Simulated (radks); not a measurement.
**B²⁺ with its nuclear charge varied continuously**

Aim: the energy of 3 electrons in [He] 2s1 as the nuclear charge moves through non-integer values, and a test of dE/dZ = E(electron-nucleus)/Z.

Method: scalar-relativistic Kohn-Sham, r2SCAN, spin-polarised, spherical densities, finite nucleus; open shells are filled with parallel spins first. Code: radks (a radial shooting solver on a logarithmic mesh, Libxc functionals) version 1.

**1. The system**

* element: boron (Z = 5)
* charge: +2
* electrons: 3
* configuration: [He] 2s1
* nuclear rms radius: 2.406 fm

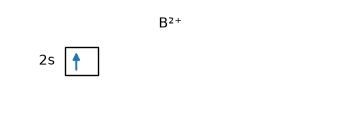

The shells outside the core, filled by Hund's rule for the drawing.

In the logs a row gives level, spin channel, occupation and eigenvalue; Etot, Ekin, Encl (electron-nucleus), Eh (Hartree) and Exc are energies, all in hartree; err is the last residual, it the number of iterations.

**2. Z = 5**

Input:

```text
Z 5
configuration [He] 2s1
relativity scalar-relativistic
functional r2scan,r2scan
spin polarised
nucleus finite rms 2.406 fm
c 137.035999084
```

What it wrote:

```text
1s      1   1.0000          -7.87724801
2s      1   1.0000          -1.20974026
1s      2   1.0000          -7.85337029
2s      2   0.0000          -0.69971607
Etot -23.43218432436329
Ekin 23.398519709816508
Encl -51.151440119954856
Eh 7.597975179602258
Exc -3.2772390938272036
err 7.363017765428937e-07
it 20
```

The top filled level is 2s up, -32.919 eV.

Radial moments (bohr):

```csv
level,occupation,energy (eV),<r>,outermost maximum (interpolated),90 % within,nodes
1s up,1,-214.35,0.3263,0.210,0.585,0
1s down,1,-213.70,0.3271,0.210,0.587,0
2s up,1,-32.919,1.627,1.37,2.49,1
```

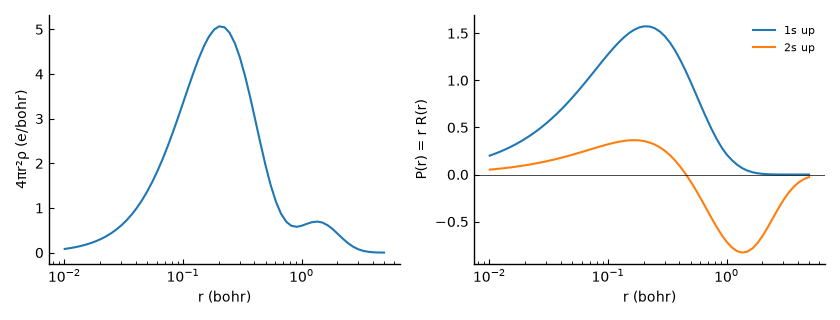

Radial density (left) and radial functions of outer levels (right).

**3. Z = 4**

Settings, as their differences from step 2:

```diff
@@ -1,2 +1,2 @@
-Z 5
+Z 4
 configuration [He] 2s1
```

What it wrote:

```text
1s      1   1.0000          -4.41332294
2s      1   1.0000          -0.53730367
1s      2   1.0000          -4.39860825
2s      2   0.0000          -0.21835160
Etot -14.328937643323853
Ekin 14.289730459621847
Encl -31.903839474549468
Eh 5.8382547640873526
Exc -2.5530833924835847
err 7.819223507157399e-07
it 23
```

E − E(step 2, Z = 5) = +247.712 eV. 2s up is the highest filled level (-14.621 eV).

**4. Z = 4.2**

Settings, as their differences from step 3:

```diff
@@ -1,2 +1,2 @@
-Z 4
+Z 4.2
 configuration [He] 2s1
```

What it wrote:

```text
1s      1   1.0000          -5.02568097
2s      1   1.0000          -0.65155751
1s      2   1.0000          -5.00915833
2s      2   0.0000          -0.29211532
Etot -15.969237628088312
Ekin 15.930574502187463
Encl -35.392689665238734
Eh 6.190931253738159
Exc -2.6980537187751987
err 5.630124806777273e-07
it 23
```

Energy against step 2 (Z = 5): +203.077 eV. The top filled level is 2s up, -17.730 eV.

**5. Z = 4.4**

Settings, as their differences from step 4:

```diff
@@ -1,2 +1,2 @@
-Z 4.2
+Z 4.4
 configuration [He] 2s1
```

What it wrote:

```text
1s      1   1.0000          -5.67828461
2s      1   1.0000          -0.77594976
1s      2   1.0000          -5.65993949
2s      2   0.0000          -0.37730112
Etot -17.69971222166453
Ekin 17.661858088426776
Encl -39.061785832044
Eh 6.543154127798689
Exc -2.842938605845993
err 2.90623593608336e-07
it 22
```

Energy against step 2 (Z = 5): +155.989 eV. 2s up is the highest filled level (-21.115 eV).

**6. Z = 4.6**

Settings, as their differences from step 5:

```diff
@@ -1,2 +1,2 @@
-Z 4.4
+Z 4.6
 configuration [He] 2s1
```

What it wrote:

```text
1s      1   1.0000          -6.37109656
2s      1   1.0000          -0.91045572
1s      2   1.0000          -6.35091696
2s      2   0.0000          -0.47376215
Etot -19.52035956931092
Ekin 19.483595968935177
Encl -42.91122222192258
Eh 6.8950224619485425
Exc -2.987755778272061
err 8.980935402678907e-07
it 20
```

Energy against step 2 (Z = 5): +106.446 eV. The top filled level is 2s up, -24.775 eV.

**7. Z = 4.8**

Settings, as their differences from step 6:

```diff
@@ -1,2 +1,2 @@
-Z 4.6
+Z 4.8
 configuration [He] 2s1
```

What it wrote:

```text
1s      1   1.0000          -7.10409058
2s      1   1.0000          -1.05505712
1s      2   1.0000          -7.08206629
2s      2   0.0000          -0.58129802
Etot -21.43118185852859
Ekin 21.395808177285257
Encl -46.94108154718105
Eh 7.246610474621219
Exc -3.132518963254014
err 5.430383908172202e-07
it 20
```

Energy against step 2 (Z = 5): +54.450 eV. Highest occupied level: 2s up at -28.710 eV.

**8. Z = 5.2**

Settings, as their differences from step 7:

```diff
@@ -1,2 +1,2 @@
-Z 4.8
+Z 5.2
 configuration [He] 2s1
```

What it wrote:

```text
1s      1   1.0000          -8.69055564
2s      1   1.0000          -1.37449503
1s      2   1.0000          -8.66481689
2s      2   0.0000          -0.82898249
Etot -25.523374569751972
Ekin 25.491760767796357
Encl -55.54237181134664
Eh 7.94916162525912
Exc -3.421925151460807
err 4.920513682909717e-07
it 19
```

Energy against step 2 (Z = 5): -56.904 eV. Highest occupied level: 2s up at -37.402 eV.

**9. Z = 5.4**

Settings, as their differences from step 8:

```diff
@@ -1,2 +1,2 @@
-Z 5.2
+Z 5.4
 configuration [He] 2s1
```

What it wrote:

```text
1s      1   1.0000          -9.54400463
2s      1   1.0000          -1.54931365
1s      2   1.0000          -9.51639816
2s      2   0.0000          -0.96882695
Etot -27.704762105710106
Ekin 27.675563954891757
Encl -60.11394690851537
Eh 8.300205306751778
Exc -3.5665844588382667
err 5.394106201030269e-07
it 19
```

E − E(step 2, Z = 5) = -116.263 eV. 2s up is the highest filled level (-42.159 eV).

**10. Z = 5.6**

Settings, as their differences from step 9:

```diff
@@ -1,2 +1,2 @@
-Z 5.4
+Z 5.6
 configuration [He] 2s1
```

What it wrote:

```text
1s      1   1.0000         -10.43758904
2s      1   1.0000          -1.73419047
1s      2   1.0000         -10.40810902
2s      2   0.0000          -1.11914231
Etot -29.976358017898164
Ekin 29.94996623684256
Encl -64.86623629932583
Eh 8.65113530763654
Exc -3.7112232630514272
err 4.504667419268068e-07
it 19
```

E − E(step 2, Z = 5) = -178.076 eV. 2s up is the highest filled level (-47.190 eV).

**11. Z = 5.8**

Settings, as their differences from step 10:

```diff
@@ -1,2 +1,2 @@
-Z 5.6
+Z 5.8
 configuration [He] 2s1
```

What it wrote:

```text
1s      1   1.0000         -11.37130596
2s      1   1.0000          -1.92912090
1s      2   1.0000         -11.33994704
2s      2   0.0000          -1.27997108
Etot -32.33817473559604
Ekin 32.31500470471681
Encl -69.79930750018931
Eh 9.001974730586138
Exc -3.855846670709678
err 8.938435836433408e-07
it 18
```

E − E(step 2, Z = 5) = -242.344 eV. Highest occupied level: 2s up at -52.494 eV.

**12. Z = 6**

Settings, as their differences from step 11:

```diff
@@ -1,2 +1,2 @@
-Z 5.8
+Z 6
 configuration [He] 2s1
```

What it wrote:

```text
1s      1   1.0000         -12.34515394
2s      1   1.0000          -2.13410208
1s      2   1.0000         -12.31191138
2s      2   0.0000          -1.45099353
Etot -34.79022585618298
Ekin 34.770722566667786
Encl -74.91323277897143
Eh 9.352743701286709
Exc -4.000459345166039
err 4.989936211340986e-07
it 18
```

E − E(step 2, Z = 5) = -309.068 eV. The top filled level is 2s up, -58.072 eV.

**13. All runs together**

```csv
Z,E (hartree),E(electron-nucleus)/Z (hartree),highest level,its energy (eV),<r> (bohr)
4,-14.32894,-7.97596,2s up,-14.621,2.260
4.2,-15.96924,-8.42683,2s up,-17.730,2.096
4.4,-17.69971,-8.87768,2s up,-21.115,1.954
4.6,-19.52036,-9.32853,2s up,-24.775,1.831
4.8,-21.43118,-9.77939,2s up,-28.710,1.723
5,-23.43218,-10.2303,2s up,-32.919,1.627
5.2,-25.52337,-10.6812,2s up,-37.402,1.542
5.4,-27.70476,-11.1322,2s up,-42.159,1.465
5.6,-29.97636,-11.5833,2s up,-47.190,1.396
5.8,-32.33817,-12.0344,2s up,-52.494,1.333
6,-34.79023,-12.4855,2s up,-58.072,1.275
```

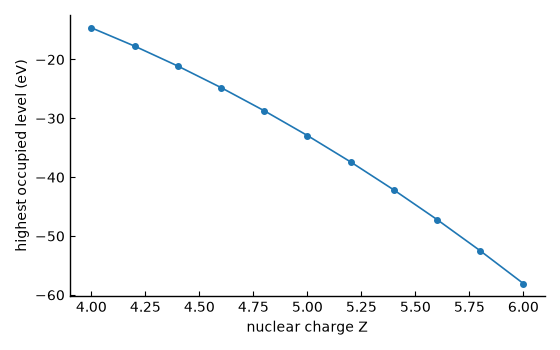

The highest occupied level against the nuclear charge.

At Z = 5 the central difference of E is -10.230 hartree, against -10.230 from the Hellmann-Feynman theorem; the scalar-relativistic energy here is not variational, so the two differ by a part that grows with Z. The top level goes from -14.621 eV at Z = 4 to -58.072 eV at Z = 6.
